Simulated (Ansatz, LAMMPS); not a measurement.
# Relaxing a frame of liquid mixture of acetonitrile and H2O from 300 K (204 atoms), part 2 of 2

How does a frame of liquid mixture of acetonitrile and H2O from 300 K (204 atoms) relax, and what do bonds, charges and levels look like afterwards?

Ansatz 0.2.0; Kohn-Sham DFT, r2SCAN+D3(BJ), PAW (set soft_2), plane waves.

The cell: 58 C, 29 N, 107 H and 10 O. The network of contacts between molecules at the start is that of the classical potential that made the cell. The density was typed from a rule of thumb and may lie off the real one at this temperature. The Brillouin zone is sampled at Γ only, in a cell whose shortest periodic width is 14 Å.

So far. Step 3 (Single point at the start): Neighbours are counted within 1.34 Å (H-C), 1.21 Å (H-O), 1.85 Å (C-C), 1.62 Å (C-N).

## Step 4: Relaxation

The atoms are relaxed in the fixed cell, aiming at the force tolerance of the input.

The input, input.yaml:

```yaml
crystal:
  lattice:
    - [14.39531, 0.0, 0.0]
    - [0.0, 14.39531, 0.0]
    - [0.0, 0.0, 14.39531]
  atoms:
    [... the 204 atom lines of step 3 ...]
kpoints:
  mp_grid: { grid: [1, 1, 1] }
hamiltonian:
  xc: r2scan
  dispersion: d3bj
scf:
  occupations: { method: fixed }
output:
  forces: true
relax:
  f_tol: 0.05
  max_steps: 200
```

Launch:

```bash
> ansatz run input.yaml --threads 4 --pin off --max-ram 8192MiB --backend cpu --events-out ev --progress --plain --runs-dir out
```

Numbers of over 12 decimals in the logs are rounded to 6 here.

What it wrote:

```text
Warning: the engine holds no damping parameters fitted to this dispersion correction and functional, so the run takes those fitted to r2scan beside the three-body term, which d3bj leaves out (hamiltonian.dispersion, under Limitations)
Engine: ansatz 0.2.0, x86_64-unknown-linux-gnu
Pseudopotentials: kind: paw
Pseudopotential: C, paw, valence charge 4, recommended cutoff 500 eV (meta_gga), C.paw.azcp
Pseudopotential: N, paw, valence charge 5, recommended cutoff 500 eV (meta_gga), N.paw.azcp
Pseudopotential: H, paw, valence charge 1, recommended cutoff 500 eV (meta_gga), H.paw.azcp
Pseudopotential: O, paw, valence charge 6, recommended cutoff 500 eV (meta_gga), O.paw.azcp
Functional definition: r2SCAN
  parameter k0 = 0.174
  parameter k1 = 0.065
  parameter a1 = 4.9479
  exchange = r2scan_x(k0 = k0, k1 = k1, a1 = a1)
  correlation = r2scan_c
Crystal: 204 atoms, lattice volume = 2983.067 Å³
Basis set: ecut = 500 eV, 75445 PW (Γ), exchange–correlation on 432×432×432 points (64 copies of the dense FFT grid, shifted against one another)
Bands: 476, of which v1, the nominal top of the filled ones, is band 272 counted from 1 (271 counted from 0)
Symmetry: 1 space group operations
Space group: P1 (ITA 1), of the structure as read, at distance tolerance 1.4e-4 Å
k-points: 1
Non-local potential: C, projectors of the file, l = 0: 2, l = 1: 2, l = 2: 1
Non-local potential: N, projectors of the file, l = 0: 2, l = 1: 2, l = 2: 1
Non-local potential: H, projectors of the file, l = 0: 2, l = 1: 1
Non-local potential: O, projectors of the file, l = 0: 2, l = 1: 2, l = 2: 1
PAW form: soft (Blöchl's): semilocal exchange-correlation on the pseudo side does not see the compensation charge
PAW frozen core: C, regenerated for the run's functional (the file was generated under x = pbe(κ = 0.804, μ = 0.219515), c = pbe(β = 0.066725))
PAW frozen core: N, regenerated for the run's functional (the file was generated under x = pbe(κ = 0.804, μ = 0.219515), c = pbe(β = 0.066725))
PAW frozen core: O, regenerated for the run's functional (the file was generated under x = pbe(κ = 0.804, μ = 0.219515), c = pbe(β = 0.066725))
PAW one-centre angular grid: C, 302 points (default); XC on 239 of its mesh's 2573 points in the sphere
PAW one-centre angular grid: N, 302 points (default); XC on 160 Gauss nodes
PAW one-centre angular grid: H, 302 points (default); XC on 160 Gauss nodes
PAW one-centre angular grid: O, 302 points (default); XC on 160 Gauss nodes
Initial density: superposition of atomic densities (neutral atoms: chi_scale 0, normalization atom), corrected by the library's trained network
Initial wavefunctions: pseudopotential atomic-orbital guess
Functional: x = r2scan, c = r2scan; τ floored in thin density (d = 2e-4 eV/Å³)
[...]
relax step  25: F+E_penalty+E_count = -33154.39596525 eV  Δ(F+E_penalty+E_count) = -1.793e-2 eV  max|allowed force component| = 3.246e-1 eV/Å  Δτ_max = 0.1704 Å  (6 SCF iters, dr2 threshold 8.89e-5 eV, accepted)
relax step  30: F+E_penalty+E_count = -33154.45394838 eV  Δ(F+E_penalty+E_count) = -1.107e-2 eV  max|allowed force component| = 3.768e-1 eV/Å  Δτ_max = 0.0950 Å  (7 SCF iters, dr2 threshold 1.00e-4 eV, accepted)
relax step  35: F+E_penalty+E_count = -33154.51777286 eV  Δ(F+E_penalty+E_count) = -1.184e-2 eV  max|allowed force component| = 4.562e-1 eV/Å  Δτ_max = 0.1273 Å  (6 SCF iters, dr2 threshold 1.00e-4 eV, accepted)
relax step  40: F+E_penalty+E_count = -33154.66063391 eV  Δ(F+E_penalty+E_count) = -5.378e-2 eV  max|allowed force component| = 8.062e-2 eV/Å  Δτ_max = 0.2000 Å  (7 SCF iters, dr2 threshold 1.00e-4 eV, accepted)
relax step  45: F+E_penalty+E_count = -33154.73310672 eV  Δ(F+E_penalty+E_count) = -1.287e-2 eV  max|allowed force component| = 8.100e-2 eV/Å  Δτ_max = 0.2000 Å  (7 SCF iters, dr2 threshold 8.74e-5 eV, accepted)
relax step  48: F+E_penalty+E_count = -33154.76041573 eV  Δ(F+E_penalty+E_count) = -7.305e-3 eV  max|allowed force component| = 2.643e-1 eV/Å  Δτ_max = 0.0671 Å  (5 SCF iters, dr2 threshold 9.39e-5 eV, accepted)
[...]
Step cancelled. What follows is not a result of the run: it is the report of the last solve that finished, which converged after 5 SCF iterations.
Free energy (F): -33154.760416 eV
Harris-Foulkes:  -33154.760417 eV  (|F-HF|=7.90e-7)
Internal energy: -33154.760416 eV  (E = F + TS)
E sigma→0 (E₀):  -33154.760416 eV
Fermi energy:    -3.394679 eV
--- Per-component energies (eV) ---
  E_band       = -5356.811233
  E_kinetic    = 12116.613553
  E_local      = -41379.770034  (includes V_loc(G=0)·N_el)
  E_nonlocal   = 3610.338343
  E_hartree    = 14875.866413
  E_xc         = -6063.073067
  E_vxc        = -8577.429678  (∫ρ·V_xc dr)
  E_paw        = -11261.783277  (= ΣΔE_a)
  E_vpaw       = -1425.420832  (= ΣTr[D̂ρ^β])
  E_aug_tail   = -0.037979  (compensation charges beyond the density's cutoff)
  E_vtau       = 547.065292  (kinetic-family band-sum trace: ∫τ·v_τ [+ j·A + Jᵃ·Aᵃ] dr)
  E_ewald      = -5046.091338
  E_disp       = -4.209370  (pairwise vdW)
  E_core_change = -2.613659  (= ΣΔE_core)
  E_smearing   = -0.000000  (= −TS)
  E_closure    = -0.000000  (closes the sum)
  Σ components = -33154.760416   (vs F -33154.760416, Δ=0.00e0)
--- Forces (eV/Å), atoms counted from 1 ---
  atom   1  C     -0.00365778    -0.02269707    -0.00421193
  atom   2  C      0.02211073     0.00207218    -0.02465610
  atom   3  N     -0.01048021     0.03817200     0.02406948
  atom   4  H     -0.03865439    -0.00343960    -0.00576752
  atom   5  H      0.00683536    -0.02061760     0.02368754
  atom   6  H      0.02142543    -0.00156800    -0.01846111
  atom   7  C     -0.02519204     0.00135975    -0.00718396
  atom   8  C      0.03091668    -0.02442903     0.00953858
[...]
atom  13  C      0.00268566    -0.00155347    -0.00063691
  atom  14  C     -0.00459914    -0.00289545    -0.00219283
[...]
atom 203  H     -0.00151013     0.00305932    -0.00341175
  atom 204  H     -0.00456408     0.00361512     0.00185730
  max |Σ_I F_I| component: 2.62e-3 eV/Å
End of that report.
Error: SIGTERM received: cancelled by the caller after 2 completed SCF iterations
```

Run time: 43 min. Hardware: 4 threads of Intel Xeon Platinum 8488C (Sapphire Rapids), shared host; peak memory 7.4 GiB.

The walk was cut short by its limit. What follows describes the steps that were made.

Relaxation path (22 of 48):

| step | energy less that of the first step (eV) | largest force component (eV/Å) |
| --- | --- | --- |
| 1 | 0.0000 | 3.9506 |
| 3 | -6.9516 | 2.3303 |
| 5 | -7.8282 | 1.2842 |
| 8 | -8.4550 | 2.3403 |
| 10 | -8.9862 | 0.0739 |
| 12 | -9.0866 | 1.1846 |
| 14 | -9.1918 | 0.5459 |
| 17 | -9.3052 | 0.7557 |
| 19 | -9.4106 | 0.1404 |
| 21 | -9.4721 | 0.5263 |
| 23 | -9.5144 | 0.5497 |
| 26 | -9.5639 | 0.3138 |
| 28 | -9.5873 | 0.4169 |
| 30 | -9.6084 | 0.3768 |
| 32 | -9.6321 | 0.3050 |
| 35 | -9.6722 | 0.4562 |
| 37 | -9.7148 | 0.6549 |
| 39 | -9.7613 | 0.5292 |
| 41 | -9.8387 | 0.1925 |
| 44 | -9.8747 | 0.3327 |
| 46 | -9.8999 | 0.3411 |
| 48 | -9.9149 | 0.2643 |

Relaxation step 13 was tried and not accepted.

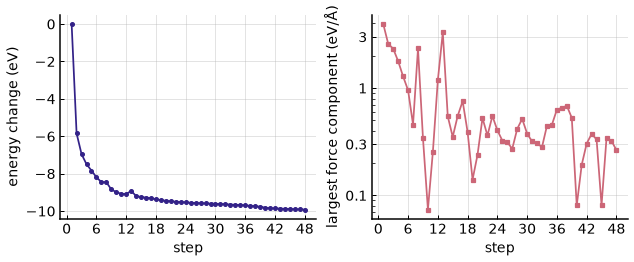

Energy and largest force along the relaxation.

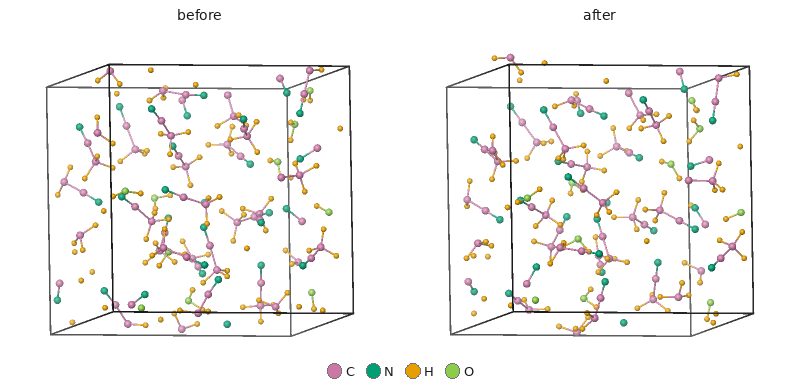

Before and after, at one scale. Bonds to atoms that aren't drawn are left out.

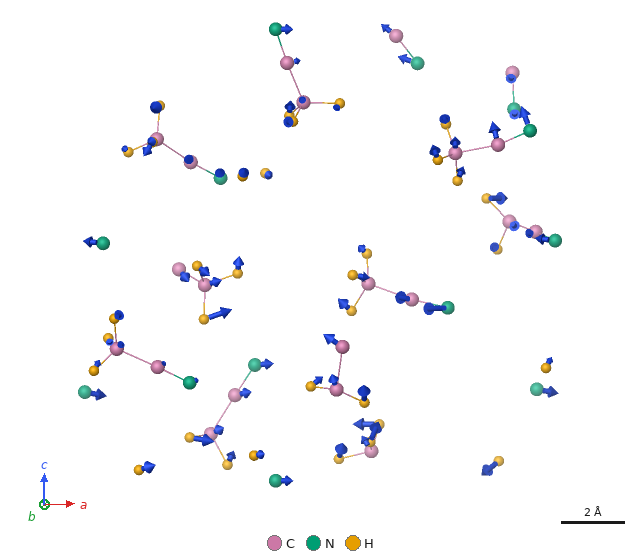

Displacements in the relaxation, scaled; the longest in the cell stands for 2.63 Å. Drawn is a slice 4 Å thick, seen along the normal of the ac plane. Bonds to atoms that aren't drawn are left out.

The atoms that moved most (Å):

| atom | dx | dy | dz | length |
| --- | --- | --- | --- | --- |
| N75 | -1.179 | 2.335 | -0.264 | 2.630 |
| H12 | 2.344 | -0.470 | 0.469 | 2.436 |
| H102 | 1.747 | -0.928 | -1.052 | 2.241 |
| N111 | -2.217 | 0.110 | 0.146 | 2.224 |
| H30 | -1.837 | 0.572 | 0.845 | 2.102 |
| H10 | 1.308 | -1.068 | -1.118 | 2.026 |
| H89 | -1.708 | -1.017 | 0.055 | 1.988 |
| N27 | -0.408 | -0.375 | 1.636 | 1.727 |

The relaxation changed the energy by -48.6 meV/atom, and atoms moved by 1.1 Å r.m.s., 2.6 Å at most.

## Step 5: Structure statistics after relaxation

Bonds before and after, by the cutoffs listed below:

| pair | bonds before | bonds after | mean before (Å) | mean after (Å) | spread before (Å) | spread after (Å) |
| --- | --- | --- | --- | --- | --- | --- |
| H-C | 87 | 87 | 1.096 | 1.091 | 0.030 | 0.002 |
| H-O | 20 | 20 | 1.000 | 0.972 | 0.000 | 0.005 |
| C-C | 29 | 29 | 1.464 | 1.444 | 0.026 | 0.001 |
| C-N | 29 | 29 | 1.168 | 1.154 | 0.018 | 0.001 |

Density 0.763 g/cm³, 14.62 Å³ an atom.

g(r), total and by pair (bins of 0.2 Å):

| r (Å) | total | H-H | H-C | H-N | H-O | C-C | C-N |
| --- | --- | --- | --- | --- | --- | --- | --- |
| 0.90 | 1.20 | 0.00 | 0.00 | 0.00 | 23.35 | 0.00 | 0.00 |
| 1.10 | 5.50 | 0.00 | 14.40 | 0.00 | 0.00 | 0.00 | 14.80 |
| 1.30 | 0.00 | 0.00 | 0.00 | 0.00 | 0.00 | 0.00 | 0.00 |
| 1.50 | 1.06 | 0.88 | 0.00 | 0.00 | 0.00 | 10.10 | 0.00 |
| 1.70 | 1.61 | 5.65 | 0.00 | 0.00 | 1.05 | 0.00 | 0.00 |
| 1.90 | 0.21 | 0.06 | 0.00 | 1.19 | 0.33 | 0.00 | 0.00 |
| 2.10 | 1.20 | 0.00 | 3.86 | 0.35 | 0.00 | 0.00 | 0.00 |
| 2.30 | 0.20 | 0.42 | 0.00 | 0.00 | 1.66 | 0.00 | 0.00 |
| 2.50 | 0.49 | 0.43 | 0.00 | 0.83 | 1.25 | 0.00 | 2.34 |
| 2.70 | 0.57 | 0.77 | 0.02 | 1.42 | 1.20 | 0.00 | 0.71 |
| 2.90 | 0.61 | 1.01 | 0.27 | 0.77 | 0.91 | 0.00 | 0.00 |
| 3.10 | 1.20 | 0.61 | 0.75 | 4.77 | 1.50 | 0.00 | 0.00 |
| 3.30 | 0.91 | 0.72 | 1.15 | 1.27 | 1.34 | 0.19 | 0.38 |
| 3.50 | 0.98 | 0.61 | 1.04 | 0.91 | 0.90 | 0.46 | 2.62 |
| 3.70 | 1.27 | 1.01 | 1.34 | 0.67 | 1.21 | 1.17 | 3.00 |
| 3.90 | 1.04 | 0.82 | 0.97 | 0.83 | 1.31 | 1.54 | 1.31 |
| 4.10 | 1.23 | 1.27 | 1.15 | 1.21 | 1.06 | 1.38 | 1.10 |
| 4.30 | 1.15 | 1.23 | 1.09 | 1.22 | 1.08 | 1.61 | 0.76 |
| 4.50 | 1.08 | 1.19 | 1.16 | 1.08 | 0.55 | 1.04 | 0.81 |
| 4.70 | 1.21 | 1.14 | 1.38 | 0.95 | 0.81 | 1.54 | 0.86 |
| 4.90 | 0.95 | 0.95 | 1.18 | 0.62 | 0.69 | 1.11 | 0.64 |
| 5.10 | 0.99 | 1.10 | 1.07 | 0.56 | 1.06 | 1.41 | 0.84 |
| 5.30 | 0.91 | 1.06 | 0.85 | 0.84 | 0.59 | 1.14 | 0.65 |
| 5.50 | 0.96 | 0.99 | 1.04 | 0.86 | 0.74 | 0.96 | 0.96 |
| 5.70 | 0.97 | 1.09 | 0.94 | 1.07 | 0.75 | 0.89 | 0.82 |
| 5.90 | 0.90 | 0.96 | 0.90 | 0.80 | 1.18 | 0.71 | 0.81 |
| 6.10 | 0.98 | 0.99 | 0.97 | 0.89 | 1.10 | 1.14 | 0.90 |
| 6.30 | 0.89 | 0.91 | 0.91 | 0.80 | 0.95 | 0.84 | 1.04 |

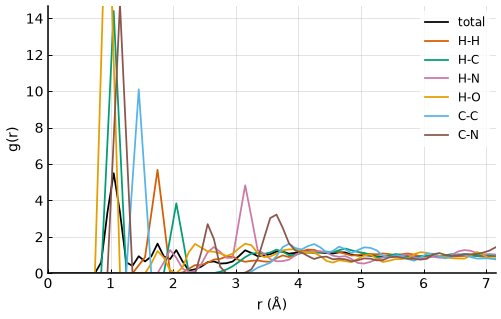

Pair distribution functions, lightly smoothed, with peaks cut at 14.

Bonds by pair of elements; cutoffs follow the first minimum of g(r), held within bounds set by covalent radii, and pairs that aren't listed don't count as bonded:

| pair A-B | cutoff (Å) | bonds | mean length (Å) | spread (Å) | shortest (Å) | B about A | A about B |
| --- | --- | --- | --- | --- | --- | --- | --- |
| H-C | 1.34 | 87 | 1.09 | 0.002 | 1.09 | 0.813 | 1.5 |
| H-O | 1.21 | 20 | 0.972 | 0.005 | 0.967 | 0.187 | 2 |
| C-C | 1.82 | 29 | 1.44 | 0.001 | 1.44 | 1 | 1 |
| C-N | 1.62 | 29 | 1.15 | 0.001 | 1.15 | 0.5 | 1 |

How many atoms have how many bonded neighbours:

| element | mean | 1 | 2 | 4 |
| --- | --- | --- | --- | --- |
| C | 3 | 0 | 29 | 29 |
| H | 1 | 107 | 0 | 0 |
| N | 1 | 29 | 0 | 0 |
| O | 2 | 0 | 10 | 0 |

Bond angles, per cent of each kind in bins of 5°:

| angle (°) | H-C-H | C-C-H | C-C-N | H-O-H |
| --- | --- | --- | --- | --- |
| 100–105 | 0.0 | 0.0 | 0.0 | 60.0 |
| 105–110 | 90.8 | 72.4 | 0.0 | 40.0 |
| 110–115 | 9.2 | 27.6 | 0.0 | 0.0 |
| 115–120 | 0.0 | 0.0 | 0.0 | 0.0 |
| 120–125 | 0.0 | 0.0 | 0.0 | 0.0 |
| 125–130 | 0.0 | 0.0 | 0.0 | 0.0 |
| 130–135 | 0.0 | 0.0 | 0.0 | 0.0 |
| 135–140 | 0.0 | 0.0 | 0.0 | 0.0 |
| 140–145 | 0.0 | 0.0 | 0.0 | 0.0 |
| 145–150 | 0.0 | 0.0 | 0.0 | 0.0 |
| 150–155 | 0.0 | 0.0 | 0.0 | 0.0 |
| 155–160 | 0.0 | 0.0 | 0.0 | 0.0 |
| 160–165 | 0.0 | 0.0 | 0.0 | 0.0 |
| 165–170 | 0.0 | 0.0 | 0.0 | 0.0 |
| 170–175 | 0.0 | 0.0 | 0.0 | 0.0 |
| 175–180 | 0.0 | 0.0 | 100.0 | 0.0 |

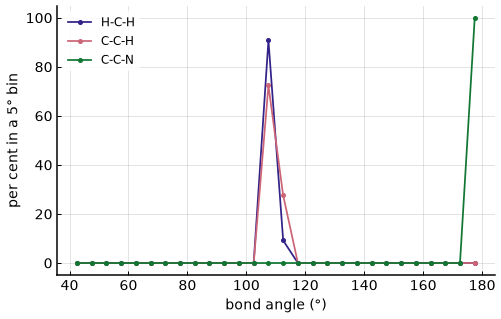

Distributions of the most common bond angles.

Bond angles (no mean is given where the spread exceeds 20°):

| angle | count | mean (°) | spread (°) |
| --- | --- | --- | --- |
| H-C-H | 87 | 109 | 0.6 |
| C-C-H | 87 | 110 | 0.5 |
| C-C-N | 29 | 179 | 0.3 |
| H-O-H | 10 | 104 | 1.3 |

Bond length by coordination (bonds to H left out):

| element | coordination | atoms | mean bond length (Å) |
| --- | --- | --- | --- |
| C | 2 | 29 | 1.30 |
| C | 4 | 29 | 1.44 |

With the cutoffs above, 50 % of C atoms have 2 and as many 4, all H atoms have 1, all N atoms have 1 and all O atoms have 2 bonded neighbours. The H-C-H angle averages 109° with a spread of 0.6°.

## Step 6: Outcome

```
energy change in the relaxation : -48.6 meV/atom
r.m.s. displacement             : 1.095 Å
largest displacement            : 2.63 Å
wall time of the 2 DFT runs     : 45 min
```

In words: Relaxation lowers the energy by 48.6 meV/atom and moves atoms by 1.1 Å r.m.s. By the final cutoffs no bond was broken or made. The relaxation stopped at its limit, so this isn't yet a minimum. First to last step the energy falls by 9.915 eV; the largest move, 2.63 Å, is that of N75. The relaxation was not finished: the largest force component stood at 0.26 eV/Å. The H-O bonds change most in mean length: from 1.000 Å (spread 0.000) to 0.972 Å (spread 0.005). With the cutoffs above, 50 % of C atoms have 2 and as many 4, all H atoms have 1, all N atoms have 1 and all O atoms have 2 bonded neighbours.

Caveats: The force components of 0.99 eV/Å r.m.s. come partly from thermal motion and partly from the difference between the classical potential and DFT, above all in bond lengths inside molecules. The network of contacts between molecules at the start is that of the classical potential that made the cell; in DFT atoms moved by 1.1 Å r.m.s. The pressure of -2.4 GPa is that of one thermal frame at a volume set beforehand, without the kinetic term and with the strain of bonds inside molecules.

[Logs are printed without paths, hosts, clocks, repeated set-up lines and the standing remarks that a program may print on its own settings, such as how far it seeks lower states.]

[Hosts, paths, dates, database ids (printed as entryN), source tags and the programs' standing remarks are cut or masked in the printed files.]
